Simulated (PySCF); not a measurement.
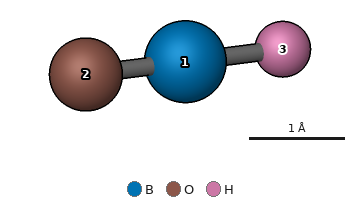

The structure as given in the input (ball-and-stick view, seen at a tilt; atoms are numbered from 1 in the order of the input). Bond lengths as drawn: B–H 1.17 Å and B–O 1.20 Å.

# Frequency calculation, with input and output: BHO

BHO, computed with RKS PBE0-D4/def2-TZVP, density fitting (PySCF 2.14.0).

The geometry comes from this level: PBE0-D4/def2-TZVP.

## Output
```
Vibrations: 778.73 778.75 1883.15 2891.98 cm⁻¹, zero-point energy 0.392572 eV
Total energy -2738.262738 eV, <S^2> 0.0000
```

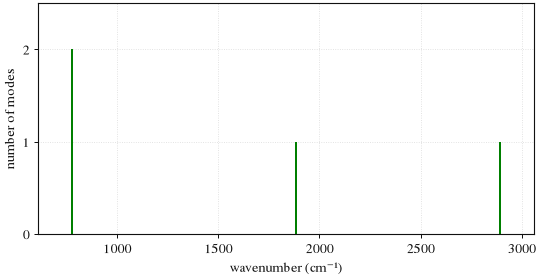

Harmonic vibrational wavenumbers from the force constants; neighbouring modes closer than 10 cm⁻¹ are counted in one stick. 4 modes from 779 to 2892 cm⁻¹, none imaginary.

The run was set up as follows.

## The input
```python
import json, numpy as np
from pyscf import gto, scf, dft, mp, cc
EV, BOHR = 27.211386245988, 0.529177210903
mol = gto.M(atom="""
B -0.735039 0.222139 -1.282037
O -0.235280 -0.081342 -0.236451
H -1.224362 0.519231 -2.305758
""", basis="def2-tzvp", charge=0, spin=0, max_memory=8670, verbose=0)
def mean_field(mol, dm=None):
    mf = dft.RKS(mol, xc="pbe0").density_fit()
    mf.conv_tol = 1e-9; mf.grids.level = 4
    mf.kernel(dm0=dm)
    if not mf.converged: mf = mf.newton().run(mf.mo_coeff, mf.mo_occ)
    assert mf.converged
    return mf
def d4(mol):
    from pyscf.dispersion.dftd4 import DFTD4Dispersion
    real = gto.M(atom=[(mol.atom_pure_symbol(i), mol.atom_coord(i)) for i in range(3)], unit='B', charge=mol.charge, spin=None, basis='def2-svp', verbose=0)
    r = DFTD4Dispersion(real, xc="pbe0", atm=True).get_dispersion(grad=True); return r["energy"], r["gradient"]
def energy_and_gradient(mol, dm=None):
    mf = mean_field(mol, dm); e, g = d4(mol)
    return mf, (mf.e_tot + e) * EV, (mf.nuc_grad_method().kernel()[:3] + g) * EV / BOHR
out = {}
from pyscf.hessian import thermo
mf = mean_field(mol); n = mol.natm; h = mf.Hessian().kernel(); x0 = mol.atom_coords()
for i in range(n):
    for a in range(3):
        g = []
        for s in (1, -1):
            x = x0.copy(); x[i, a] += s * 0.005; g.append(d4(mol.set_geom_(x, unit='B', inplace=False))[1])
        h[i, :, a, :] += (g[0] - g[1]) / 0.01
for i in range(n): h[i, i] -= h[i].sum(0)  # translational sum rule: the analytic Hessian lacks the grid's response
w = thermo.harmonic_analysis(mol, h, imaginary_freq=False)['freq_wavenumber']; r = w[w > 0] * 1.239842e-4; T = [298.15, 498.15, 698.15, 898.15]
print("Vibrations: " + " ".join(f"{a:.2f}" for a in w) + f" cm⁻¹, zero-point energy {r.sum() / 2:.6f} eV")
A = [r.sum() / 2 + 8.617333e-5 * t * np.log(1 - np.exp(-r / 8.617333e-5 / t)).sum() for t in T]
out.update(energy=(mf.e_tot + d4(mol)[0]) * EV, converged=True, hessian=(h.transpose(0, 2, 1, 3).reshape(3 * n, -1) * EV / BOHR**2).round(5).tolist(), temperatures=T, free_energy=A)
out['s2'] = mf.spin_square()[0]; out['nelec'] = mol.nelec
print(f"Total energy {out['energy']:.6f} eV, <S^2> {out['s2']:.4f}")
json.dump(out, open("out.json", "w"), default=float)
```

Command:
```bash
OMP_NUM_THREADS=4 python run.py
```

## Key numbers

- outcome: converged
- total energy: −2738.2627 eV
- hardware: 4 threads of Arm Neoverse V1, 23 GiB of memory available, shared host
- wall time: 8.7 s (CPU time 28 s)
- peak memory: 0.93 GiB
